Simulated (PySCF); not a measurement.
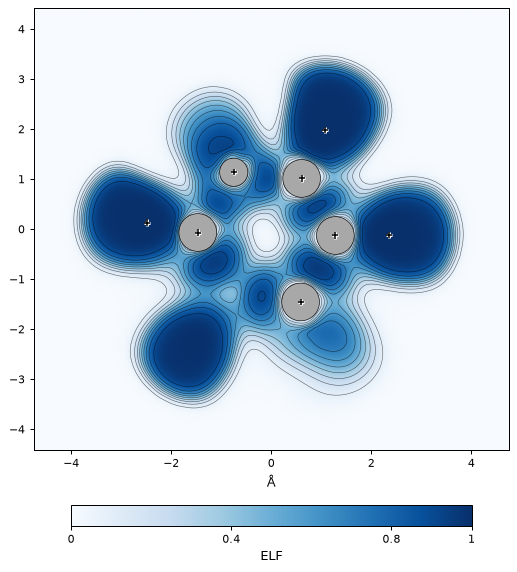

The ELF on a plane through atoms (crosses mark nuclei in the plane; grey discs cover the cores).

These are results of PBE0/def2-SVPD, SCF density, gas phase in PySCF, not measurements.

Candidates:
A. C6H7NO
B. C4H9AsBN
C. C2H9GeN (SMILES C[N](C)[GeH3])

Which candidate gave the map?

Candidate A: C6H7NO on the plane of atoms C6, C7 and H15, which holds C, O and H. C–C (1.33 Å): the ELF peaks at about 0.95 between the atoms (a multiple bond). C–O (1.36 Å): the ELF peaks at about 0.90 between the atoms; a polar covalent bond.
